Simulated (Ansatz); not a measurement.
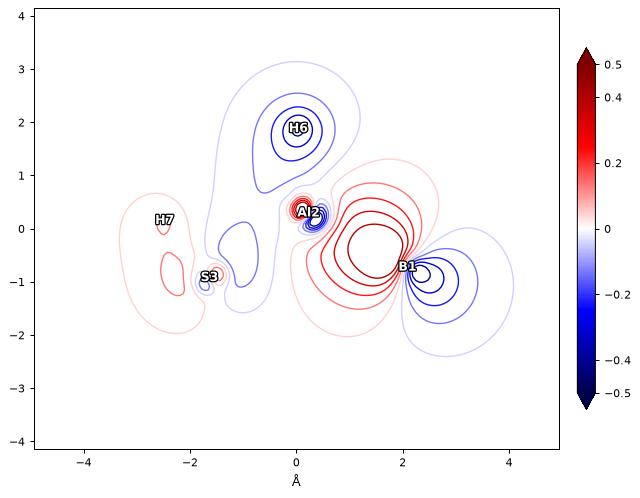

The picture shows: AlBH$_{4}$S. The HOMO−1 on the plane of atoms B1, Al2 and H6 (values in Å⁻³ᐟ²; the overall sign is arbitrary).

Theory: RKS B3LYP/cc-pVDZ (Ansatz).

Input file:

```
crystal:
  periodic: [false, false, false]
  atoms:
    - { symbol: B, position_ang: [-1.38943, 0.48902, -0.7687] }
    - { symbol: Al, position_ang: [0.2996, 0.18185, 0.39119] }
    - { symbol: S, position_ang: [0.82386, 1.54832, 2.04046] }
    - { symbol: H, position_ang: [-2.31156, -0.24396, -0.72578] }
    - { symbol: H, position_ang: [-1.45226, 1.2828, -1.63619] }
    - { symbol: H, position_ang: [1.38174, -0.94524, 0.35071] }
    - { symbol: H, position_ang: [1.96968, 0.88262, 2.18237] }
basis:
  gaussian: { orbitals: cc-pVDZ }
hamiltonian:
  xc: b3lyp
relax:
  f_tol: 0.015
  max_steps: 40
output:
  orbitals: {}
```

Launched as:

```sh
ansatz run input.yaml --threads 1 --pin off --max-ram 2048MiB --backend cpu --events-out ev --progress --plain --runs-dir out
```

The fields are those of the relaxed geometry.

Q: Describe this orbital and give its energy.

A: By Hirshfeld shares it lies mainly on B1 (about 40 %), Al2 (about 30 %), H6 (about 10 %), S3 (about 5 %), H4 (about 5 %) and H5 (about 5 %). Its energy is −7.51 eV.
